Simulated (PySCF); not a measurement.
System: C6H9NP (SMILES C#CCP([NH-])C1CC1) (charge −1).

Input file:

```
{"job": {"kind": "sp", "xc": "M06-2X", "basis": "ma-def2-SVP", "grid": 3}, "charge": -1, "multiplicity": 1}
C      3.768834    -0.818362     0.527120
C      2.743770    -0.204583     0.400328
C      1.508572     0.494334     0.273284
P      0.047419    -0.556817     1.034364
N     -0.342445    -1.585394    -0.114677
C     -1.126752     0.845861     0.662774
C     -1.748622     0.888262    -0.693370
C     -2.562045     0.474458     0.490332
H      4.651894    -1.375109     0.640215
H      1.561186     1.464608     0.775704
H      1.245173     0.626095    -0.781340
H     -0.173786    -2.523446     0.232355
H     -0.914678     1.788929     1.161304
H     -1.952367     1.843906    -1.165220
H     -1.445022     0.097032    -1.363266
H     -3.337600     1.140261     0.855687
H     -2.796605    -0.578136     0.571068
```

Launched as:

```sh
OMP_NUM_THREADS=1 python redox_run.py task.json out
```

Geometry: GFN2-xTB.

Method: DFT single point, gas phase, functional M06-2X (PySCF 2.14.0, density-fitted response routines).

What will maps of the electron density and electron localisation function show?

Answer. C–C (1.20 Å): the density is about 2.7 e/Å³ at the midpoint; the ELF peaks at about 0.80 between the atoms: a short, multiple covalent bond.
C–P (1.87 Å): ρ at the midpoint is about 1.1 e/Å³; the ELF peaks at about 0.95 between the atoms: a shared electron pair.
C–P (1.95 Å): ρ is about 0.9 e/Å³ halfway; the ELF peaks at about 0.95 between the atoms; localised, covalent bonding.
C–H (1.05 Å): ρ at the midpoint is about 2 e/Å³; the ELF climbs to about 1 towards the hydrogen, as it does in any bond to H; an ordinary covalent bond to hydrogen.

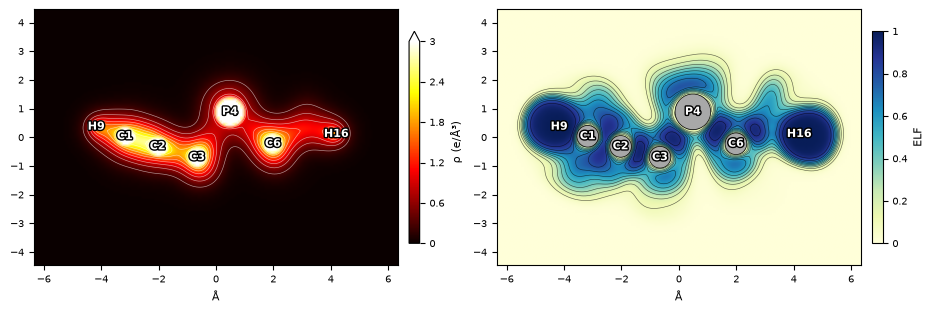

Computed electron density and electron localisation function on the plane of atoms C3, P4 and C6, in this order. Grey discs cover the atomic cores in the ELF map. 
